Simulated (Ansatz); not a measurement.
BP (zinc blende): map of one atom of the cell

BP (zinc blende)

```
BP
1.0
    0.00000     2.26828     2.26828
    2.26828     0.00000     2.26828
    2.26828     2.26828     0.00000
P B
1 1
Direct
  0.75000   0.75000   0.75000
  0.00000   0.00000   0.00000
```

In this cell atom 1 (P, nearest neighbour B at 1.964 Å; its periodic images, 3.2 Å or more away, move with it) is moved by u·(1.000, 0.000, 0.000) + v·(0.000, 0.000, 1.000); the rest is frozen.

All values below come from r2SCAN (plane waves to 500 eV, PAW, scalar-relativistic; Ansatz, an electronic-structure program). k mesh 10×10×10 (Γ-centred), Fermi-Dirac smearing 0.05 eV. E stands for the smeared free energy. Compression counts positive. As the smearing reaches across the gap at some points, energies and forces of such displacements shift with the k mesh and the smearing. BP was relaxed with its symmetry unable to fall. The zero of ΔE is the undisplaced structure. Axes are in Å.

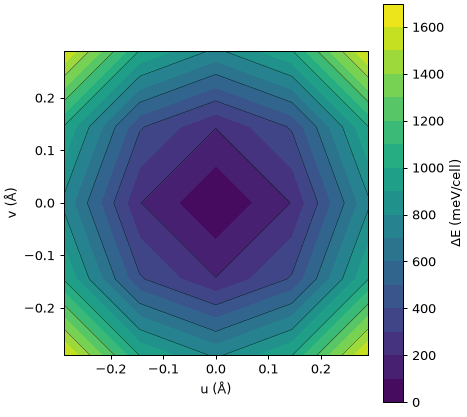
*ΔE (meV/cell) over the 5×5 grid of computed points.*

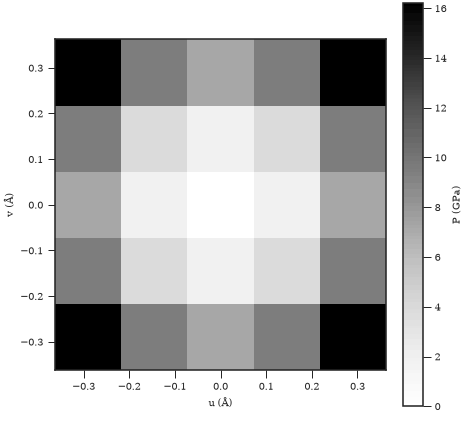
Fig. 1. P (GPa) over the 5×5 grid of computed points.

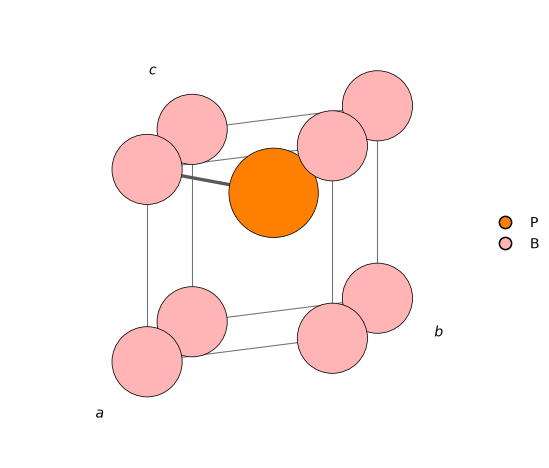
Fig. 1. The cell of the calculation at u = -0.290 Å, v = -0.290 Å.

Lowest place on the grid: u = 0.000 Å, v = 0.000 Å (0 meV/cell). Centre of the map: a minimum. Principal force constants in the plane (five-point differences of the forces): 19.7 eV/Å², isotropic. Highest place on the grid, met at several equal points: u = -0.290 Å, v = -0.290 Å; u = 0.290 Å, v = -0.290 Å; u = -0.290 Å, v = 0.290 Å; u = 0.290 Å, v = 0.290 Å (1613 meV/cell).

(For displaced atoms, the force is minus the slope of the energy, and its curvature is a force constant, which sets phonon frequencies.)
